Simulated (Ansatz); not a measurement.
# wB97M-V/6-31G(d) (spherical functions) run of CH7BSi2 (SMILES CB1[SiH2][SiH2]1)

What is the electronic atomisation energy of CH7BSi2 at wB97M-V/6-31G* (spherical functions)? 

The results are computed with Ansatz 0.2.0.

75 further runs of the same task are left out: 75 set aside as unsound or not needed.

### Step 1. Starting point

The species is CH7BSi2 (11 atoms), meant as a singlet with charge 0. As SMILES, `CB1[SiH2][SiH2]1`. The coordinates come from a PBE0-D4/def2-TZVP relaxation.

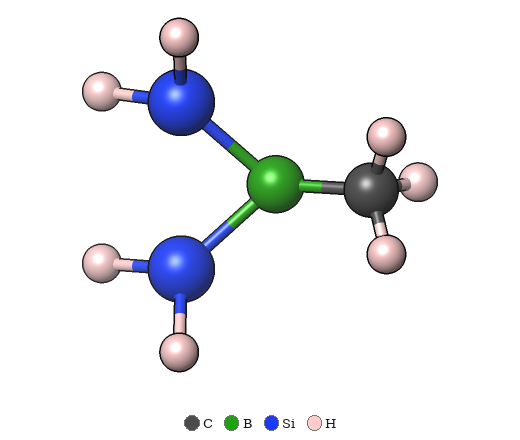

Viewed from a chosen angle; carbon dark grey, boron green, silicon blue, hydrogen pink.

### Step 2. The energy at wB97M-V/6-31G(d) (spherical functions)

File input.yaml:

```yaml
crystal:
  periodic: [false, false, false]
  atoms:
    - symbol: C
      position_ang: [-0.263900, 1.793500, 0.099500]
    - symbol: B
      position_ang: [-0.450600, 0.243000, -0.016600]
    - symbol: Si
      position_ang: [0.018800, -1.148600, 1.199400]
    - symbol: Si
      position_ang: [0.210300, -0.982900, -1.318800]
    - symbol: H
      position_ang: [0.165600, 2.121800, 1.048800]
    - symbol: H
      position_ang: [-1.271300, 2.229100, 0.051100]
    - symbol: H
      position_ang: [0.301000, 2.238000, -0.723000]
    - symbol: H
      position_ang: [-0.479200, -2.541300, 1.107000]
    - symbol: H
      position_ang: [0.876900, -0.975400, 2.403900]
    - symbol: H
      position_ang: [1.239000, -0.662800, -2.346600]
    - symbol: H
      position_ang: [-0.281200, -2.371200, -1.484200]
basis:
  gaussian: {orbitals: 6-31G_st_-spherical.json}
total_charge: 0
hamiltonian: {xc: {name: wB97M-V}}
accuracy: high
output: {orbitals: {seedname: orbitals}}
```

The basis set 6-31G* is read from a file made from the Basis Set Exchange's data (not shown).

The run is started by

```console
$ ansatz run input.yaml --threads 1 --pin off --max-ram 3480MiB --events-out events.jsonl --progress --plain --runs-dir runs
```

The program printed:

```text
Warning: RAYON_NUM_THREADS=1 ignored (pool sized by the plan → 1); use --threads N
Functional definition: wB97M-V
  name "wB97M-V"
  parameter omega = 0.3/bohr
  parameter cx = 0.15
  parameter cx01 = 1.007
  parameter cx10 = 0.259
  parameter css00 = 0.443
  parameter css04 = -1.437
  parameter css10 = -4.535
  parameter css20 = -3.390
  parameter css43 = 4.278
  parameter cos00 = 1.000
  parameter cos10 = 1.358
  parameter cos20 = 2.924
  parameter cos21 = -8.812
  parameter cos60 = -1.390
  parameter cos61 = 9.142
  parameter b = 6.0
  parameter c = 0.01
  gx(w, u) = 1 - cx + cx01*u + cx10*w
  gss(w, u) = css00 + css04*u^4 + css10*w + css20*w^2 + css43*w^4*u^3
  gos(w, u) = cos00 + cos10*w + (cos20 + cos21*u)*w^2 + (cos60 + cos61*u)*w^6
  exchange = spin_sum(e_x_unif_sr(omega)*gx(b97_w, b97_u_x)) + cx*exact_x_sr(omega) + exact_x_lr(omega)
  correlation = spin_sum(e_c_pw_mod_same_spin*gss(b97_w, b97_u_same))
      + integral(e_c_pw_mod_opposite_spin*gos(b97_w_opposite, b97_u_opposite)) + vv10(b, c)
1867 factors; integrals over basis functions are off by at most 3.4e-9 eV
419 factors; integrals over basis functions are off by at most 2.5e-9 eV
mean field evaluation 1: about -17574.7584 eV, gradient 2.7e1 eV
mean field evaluation 2: about -17575.5885 eV, gradient 2.1e1 eV
mean field evaluation 4: about -17576.8003 eV, gradient 8.0e-1 eV
mean field evaluation 8: about -17576.9377 eV, gradient 7.5e-2 eV
mean field evaluation 16: about -17576.9377 eV, gradient 1.2e-4 eV
mean field -17576.93774000 eV, -645.9405478689 hartree, gradient 6.4e-8 eV, S^2 0.000000; 0 other end points of the search recorded, 0 dependent functions left out
reference -17576.93774501 eV, -645.9405480528 hartree; 23, 23 occupied and 55, 55 virtual orbitals, 1867 factors
Total energy: -17576.93774501 eV, -645.9405480528 hartree
```

Wall time 99 s (1 thread of Arm Neoverse V1, shared host); peak memory 0.58 GiB.

### Step 3. The B atom, same level

File job.yaml:

```yaml
crystal:
  periodic: [false, false, false]
  atoms:
    - symbol: B
      position_ang: [0.000000, 0.000000, 0.000000]
basis:
  gaussian:
    orbitals: 6-31G_st_-spherical.json
magnetization:
  spin_polarized: true
  initial_magnetization: 1
hamiltonian:
  xc: {name: wB97M-V}
accuracy: high
```

The basis set 6-31G* is read from a file made from the Basis Set Exchange's data (not shown).

Run the same way, it converges to -24.63743 Eh (log not shown).

### Step 4. The C atom, same level

job.yaml, as its differences from that of step 3:

```diff
@@ -3,3 +3,3 @@
   atoms:
-    - symbol: B
+    - symbol: C
       position_ang: [0.000000, 0.000000, 0.000000]
@@ -10,3 +10,3 @@
   spin_polarized: true
-  initial_magnetization: 1
+  initial_magnetization: 2
 hamiltonian:
```

The basis set 6-31G* is read from a file made from the Basis Set Exchange's data (not shown).

Run the same way, it converges to -37.83053 Eh (log not shown).

### Step 5. The H atom at the same level

File in.yaml:

```yaml
crystal:
  periodic: [false, false, false]
  atoms:
    - {symbol: H, position_ang: [0.000000, 0.000000, 0.000000]}
basis:
  gaussian: {orbitals: "6-31G*"}
magnetization: {spin_polarized: true, initial_magnetization: 1}
hamiltonian: {xc: {name: wB97M-V}}
accuracy: high
```

Run the same way, it converges to -0.49108 Eh (log not shown).

### Step 6. The Si atom, same level

File input.yaml:

```yaml
crystal:
  periodic: [false, false, false]
  atoms:
    - {symbol: Si, position_ang: [0.000000, 0.000000, 0.000000]}
basis:
  gaussian: {orbitals: 6-31G_st_-spherical.json}
accuracy: high
magnetization: {spin_polarized: true, initial_magnetization: 2}
hamiltonian: {xc: {name: wB97M-V}}
```

The basis set 6-31G* is read from a file made from the Basis Set Exchange's data (not shown).

Run the same way, it converges to -289.33209 Eh (log not shown).

### Step 7. Results

Level: wB97M-V/6-31G* (spherical functions).

| quantity | value |
| --- | --- |
| molecule: total energy | -645.94055 Eh |
| molecule: HOMO energy | -8.24 eV |
| molecule: LUMO energy | 0.66 eV |
| molecule: HOMO–LUMO gap | 8.90 eV |
| B atom: total energy | -24.63743 Eh |
| B atom: ⟨S²⟩ | 0.750 |
| C atom: total energy | -37.83053 Eh |
| C atom: ⟨S²⟩ | 2.001 |
| H atom: total energy | -0.49108 Eh |
| H atom: ⟨S²⟩ | 0.750 |
| Si atom: total energy | -289.33209 Eh |
| Si atom: ⟨S²⟩ | 2.001 |
| electronic atomisation energy | 37.302 eV |

What this shows: Taking the molecule apart into free atoms costs 37.30 eV (860 kcal/mol), before zero-point energy and without spin-orbit coupling.
